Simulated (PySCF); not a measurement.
```xyz
2

Hf    0.0000    0.0000   -0.3759
Cl    0.0000    0.0000    1.9341
```

⟨S²⟩ = 0.83, above the pure value of 0.75; core potentials replace the inner electrons of Hf.

Level of theory: PySCF 2.14.0, PBE0/def2-TZVPPD, non-relativistic Hamiltonian with scalar-relativistic core potentials where named, at a bond length of 2.310 Å.

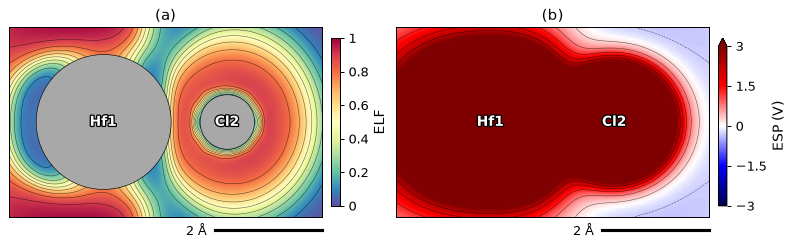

HfCl (doublet). (a) ELF; (b) electrostatic potential on a plane that holds the molecular axis. Grey discs cover the atomic cores in the ELF map.

Question: Read the bonding off the picture.

Answer:
- The plane passes through Hf and Cl nuclei.
- Hf–Cl (2.31 Å): the ELF peaks at about 0.85 in the valence shell of Cl, 0.8 Å from its nucleus, and is about 0.40 at the midpoint.
- Outside the dense part of the molecule the potential is most negative (−0.3 V) near Cl2.
